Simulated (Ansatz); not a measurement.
# F3H3OSiTi: the cost of one run

Computed with Ansatz 0.2.0, Gaussian basis. Level: the settings change from run to run.

## Step 1: The molecule

The geometry comes from an earlier relaxation with PBE0-D4 in a triple-zeta def2 set; it is a stationary point, not always the lowest conformer.

SMILES `[F][Ti]([F])([F])[O][SiH3]`, 9 atoms, charge 0, spin multiplicity 1.

Atoms are counted from 1 here; the program's logs count them from 0.

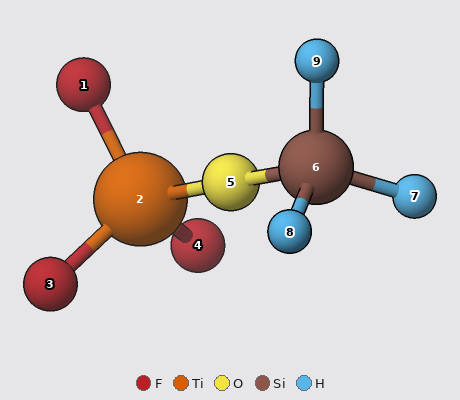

The geometry (fluorine red, titanium orange, oxygen yellow, silicon brown, hydrogen blue); atoms are numbered from 1 in the order of the file.

Coordinates:

| atom | x (Å) | y (Å) | z (Å) |
| --- | --- | --- | --- |
| F1 | 2.3515 | -1.5048 | 0.2218 |
| Ti2 | 1.1694 | -0.8226 | -0.8735 |
| F3 | 1.9598 | 0.2887 | -1.9701 |
| F4 | 0.4092 | -2.1061 | -1.7884 |
| O5 | -0.0540 | 0.0396 | 0.0499 |
| Si6 | -1.2118 | 0.8528 | 0.9071 |
| H7 | -2.5255 | 0.2190 | 0.6426 |
| H8 | -1.2210 | 2.2667 | 0.4620 |
| H9 | -0.8776 | 0.7667 | 2.3487 |

## Step 2: CCSDT/STO-3G

Options: the search for lower states set to light.

in.yaml

```yaml
crystal:
  periodic: [false, false, false]
  atoms:
    - {symbol: F, position_ang: [2.351497, -1.504811, 0.221788]}
    - {symbol: Ti, position_ang: [1.169440, -0.822603, -0.873505]}
    - {symbol: F, position_ang: [1.959781, 0.288723, -1.970142]}
    - {symbol: F, position_ang: [0.409236, -2.106098, -1.788389]}
    - {symbol: O, position_ang: [-0.054042, 0.039595, 0.049872]}
    - {symbol: Si, position_ang: [-1.211814, 0.852759, 0.907093]}
    - {symbol: H, position_ang: [-2.525489, 0.218990, 0.642608]}
    - {symbol: H, position_ang: [-1.220959, 2.266697, 0.461989]}
    - {symbol: H, position_ang: [-0.877631, 0.766748, 2.348686]}
basis:
  gaussian: {orbitals: STO-3G}
hamiltonian: {xc: {name: HF}}
correlation: {method: ccsdt}
scf: {lower_state_search: light}
```

The run is started by

```
ansatz run in.yaml --threads 4 --pin off --events-out ev --progress --plain --max-ram 11315MiB
```

**Question.** How long does this run take on 4 threads of Arm Neoverse V2, shared host, and how much memory does it need?

About 8 s, with a peak of 0.38 GiB.
